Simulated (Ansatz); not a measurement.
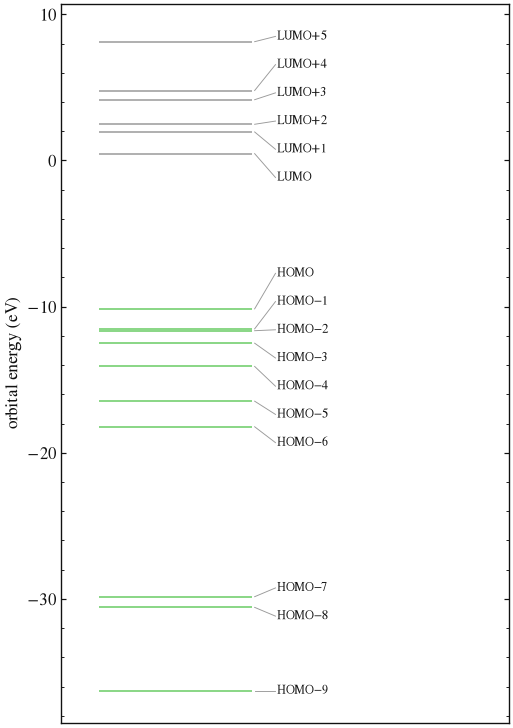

Kohn-Sham orbital energies near the frontier, ωB97M-V/def2-TZVPP in the Ansatz code, at a PBE0-D4/def2-TZVP geometry (a minimum by its frequencies), isolated molecule; empty levels in grey, levels within 0.03 eV side by side.

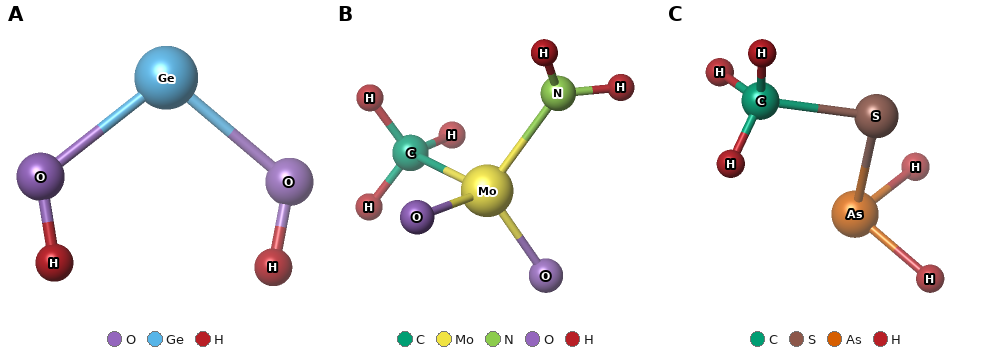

Which molecule has this level scheme? Choose among the lettered structures.

Structure A, GeH₂O₂, SMILES [OH][Ge][OH], singlet. HOMO −10.15 eV, LUMO 0.47 eV, separation 10.62 eV.

Caveats: no scalar relativity up to krypton; empty levels above zero depend strongly on the basis.
